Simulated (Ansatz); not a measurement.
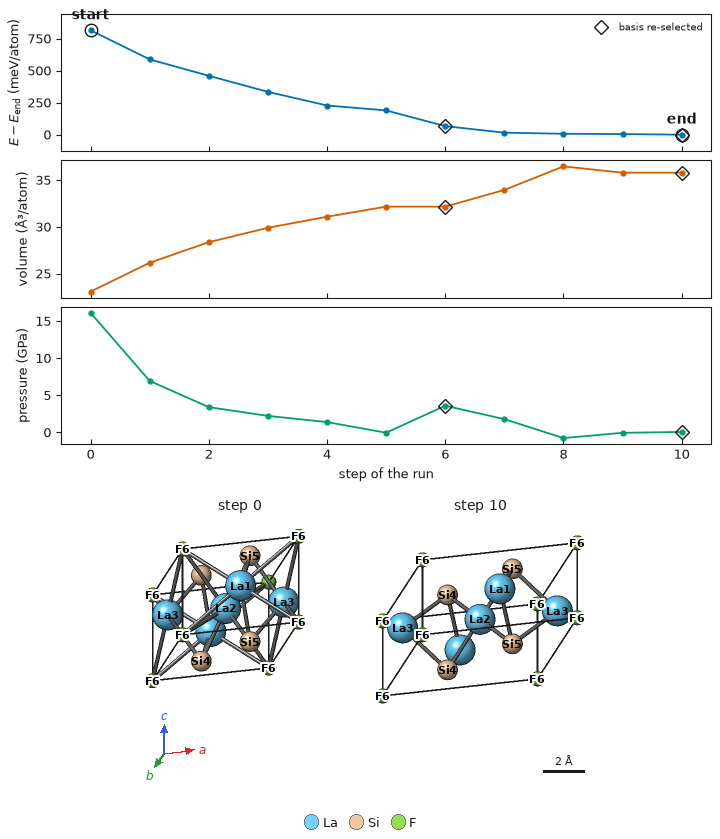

First and last geometry of a relaxation of solid La₃Si₂F (a generated structure, set up in P6/mmm) (coarse preliminary run), with the history of the run. The picture is a ball-and-stick view of the cell of the calculation, seen from a free direction.

All numbers below come from DFT PBE, scalar-relativistic, plane waves, PAW (Ansatz).

Input
```yaml
crystal:
  lattice:
    - [5.91445556, 0.0, 0.0]
    - [-2.95722778, 5.12206876, 0.0]
    - [0.0, 0.0, 4.57080822]
  atoms:
    - { symbol: La, position: [0.5, 0.0, 0.5] }
    - { symbol: La, position: [0.5, 0.5, 0.5] }
    - { symbol: La, position: [0.0, 0.5, 0.5] }
    - { symbol: Si, position: [0.33333333, 0.66666667, 0.0] }
    - { symbol: Si, position: [0.66666667, 0.33333333, 0.0] }
    - { symbol: F, position: [0.0, 0.0, 0.0] }
basis:
  ecutwfc: 420
kpoints:
  mp_grid: { grid: [3, 3, 4] }
hamiltonian:
  xc: pbe
scf:
  occupations: { method: gaussian, width: 0.1 }
  lower_state_search: "off"
output:
  forces: true
  stress: true
  eigenvalues: true
relax:
  adjacent_minimum: "off"
  f_tol: 0.04
  max_steps: 70
  cell: { stress_tol: 0.4 }
```

Launched with:
```bash
ansatz run input.yaml --threads 1 --pin off --max-ram 2048MiB --backend cpu --events-out ev --progress --plain --runs-dir out
```

Did the run converge, and what did it change?

Answer. It converged. No atom moves by more than 0.005 Å relative to the cell. The drawn cell changes as follows: a = b 5.914 → 7.878 Å (+33.2 %), c 4.571 → 3.995 Å (−12.6 %); the volume changes by +55.1 %. Near-neighbour distances that change, for instance: La1–La2 2.957 → 3.939 Å, La1–F6 3.737 → 4.416 Å, La1–Si4 2.853 → 3.027 Å. Among the angles between lasting bonds that change: Si4–La1–Si5 73.5° → 97.4°, Si4–La1–Si4 106.5° → 82.6°, La1–Si4–La1 106.5° → 82.6°. The space group stays P6/mmm (No. 191). After 8 accepted moves (10 points after the start) the energy has fallen by 815 meV per atom. All forces vanish by symmetry, so only the cell relaxes. Pressure: 16.11 GPa at the start and 0.06 GPa at the end. At 2 points the geometry stayed and the basis and grid were re-selected for the new cell (energy shift of 123 meV per atom at most each time).
